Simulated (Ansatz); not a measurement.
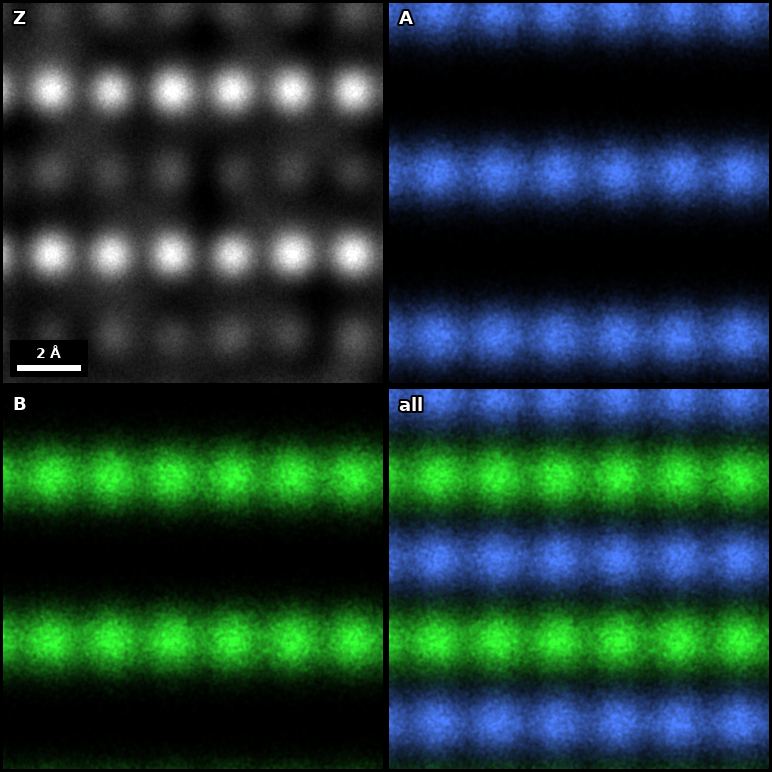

KRh (P4/mmm, No. 123) along [110]. Panel Z: The image is simulated as a sum over atoms of Z^1.6, blurred by a 1.12 Å probe (no channelling). Shot noise and the speckle of an amorphous layer were added. The other panels are simulated element maps (the number of atoms of one element along the beam, blurred by 1.5 Å, with counting noise; each on its own scale, no channelling); the last overlays them. Structure used: the end point of a relaxation with DFT, LDA, PAW with Ansatz's default frozen-core files, scalar-relativistic (Ansatz); the starting structure was generated, so it need not be a known form of this composition.

```yaml
crystal:
  lattice:
    - [2.69670, 0.00000, 0.00000]
    - [0.00000, 2.69670, 0.00000]
    - [0.00000, 0.00000, 5.17216]
  atoms:
    - { symbol: K, position: [0.00000, 0.00000, 0.00000] }
    - { symbol: Rh, position: [0.50000, 0.50000, 0.50000] }
```

Which element does each lettered map show?

Answer. A: K, B: Rh. The projected cell (1.91 × 5.17 Å, 90°) holds 2 columns: 1 of K and 1 of Rh. No column is shared by two of the mapped elements.
